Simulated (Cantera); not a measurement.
Charge: 1 mol Fe₃O₄, 4.4 mol CH₄, 0.69 mol N₂, held at 5.10 Torr.

Cantera equilibrium calculation (NASA polynomials, part measured and part estimated; ideal gas, pure solids and liquids). Candidate condensed phases: C, C₆H₆, C₇H₈, C₈H₁₈, Fe, Fe(CO)₅, FeO, Fe(OH)₂, Fe(OH)₃, Fe₂O₃, Fe₃O₄, H₂O; 140 gas species. Iron dissolves carbon and melts from about 1420 K in contact with it, which pure phases cannot show. Condensed phases not in the tables: cementite and carbon dissolved in iron. Rates play no part.

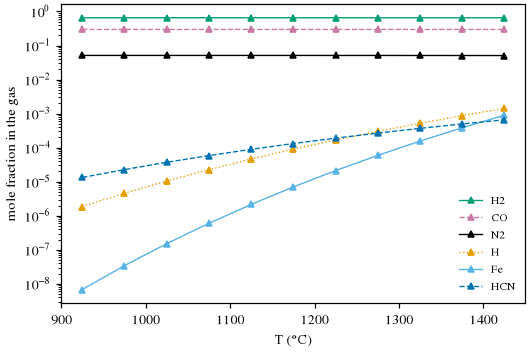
Equilibrium gas composition (values under 1e-9 drawn at 1e-9)

From 925 °C to 1375 °C the condensed part is C(graphite) + Fe(γ). At 1425 °C the condensed part is C(graphite) + Fe(δ).
